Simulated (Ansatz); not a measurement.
The starting structures come from a database of crystals and need not be the phases stable at ambient conditions.

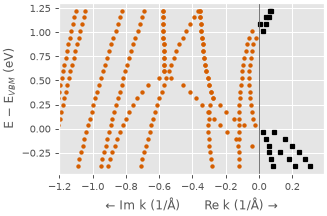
*Complex bands at the centre of the two-dimensional zone; Ansatz (a program for electronic structure) with r2SCAN*

The gap is the functional's own, uncorrected, and κ follows it; spin-orbit coupling is left out. Mid-gap values are interpolated between the computed energies.

**Question.** This is GaAs (P6_3mc, wurtzite, not sure to be the ambient phase, 4 atoms a cell, 22.7 Å³ an atom) along the normal of (100). Read off the slowest decay at the centre of the two-dimensional zone at 0.46 eV, the computed energy nearest the middle of the gap.

**Answer.** κ ≈ 0.06 1/Å, a decay length 1/(2κ) of the density of 8.6 Å.
